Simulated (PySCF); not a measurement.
Input

```
{"job": {"kind": "nmr", "xc": "PBE0", "basis": "pcSseg-1", "pop": false}, "charge": 0, "multiplicity": 1}
C     -1.859100    -0.020200    -0.023000
O     -0.613000    -0.474400     0.481500
C      0.440800     0.033200    -0.020600
F      0.207800     1.159500    -0.819200
C      1.774000    -0.207000     0.203400
F      2.238100    -1.300800     0.885300
H     -2.512500    -0.646300     0.495300
H     -2.000500     1.067900     0.197000
H     -1.798300    -0.114500    -1.106700
H      2.567700     0.460400    -0.128600
```

Run with:

```sh
OMP_NUM_THREADS=1 python probes_run.py task.json out
```

Geometry: GFN2-xTB, MD frame at 250 fs, 400 K.

Theory: PBE0/pcSseg-1, SCF density, gas phase, non-relativistic in PySCF.

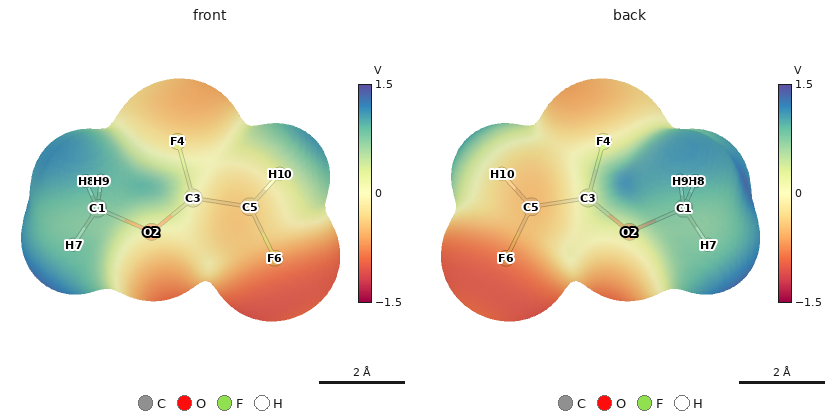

C3H4F2O. The molecular electrostatic potential painted on the density surface at 0.002 e/bohr³, seen from the front and from behind; the colour scale runs from red (negative) to blue (positive).

> Describe the electrostatic potential map.

The most negative region (about −1.1 V) lies over F6, the most positive (about +1.3 V) over C1 and H7.

> What dipole moment does the calculation give?

Its dipole moment is 2.73 D.
